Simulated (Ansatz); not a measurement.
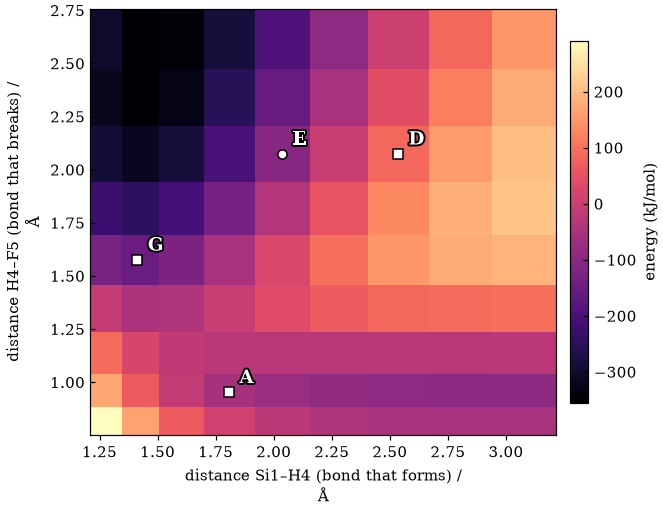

The reacting system F3HSi (fragments F₂Si + FH where the first distance is long, F₃HSi where the second is long). First axis: distance Si1–H4 (bond that forms). Second axis: distance H4–F5 (bond that breaks). Relaxed at each point: all other coordinates. The grid has 9 × 9 points. Points are written as (first, second). Energies: kJ/mol, counted from a guessed transition structure relaxed with its forming and breaking bonds held. Energies and slopes of some neighbouring points disagree (a jump in structure or state, or too coarse a mesh). The reference is spin-restricted, so regions where a bond is pulled apart into radicals lie too high. All numbers below come from RKS B3LYP-D4/def2-SVP in Ansatz.

The picture shows one coloured cell a grid point, lettered points.

**Is A the lowest point of the computed grid?**

No. A lies 300 kJ/mol above the lowest grid point, which is at (1.412 Å, 2.619 Å).

**Rank the lettered points by energy, lowest first.**

G (−153 kJ/mol), E (−104 kJ/mol), A (−56 kJ/mol), D (86 kJ/mol).
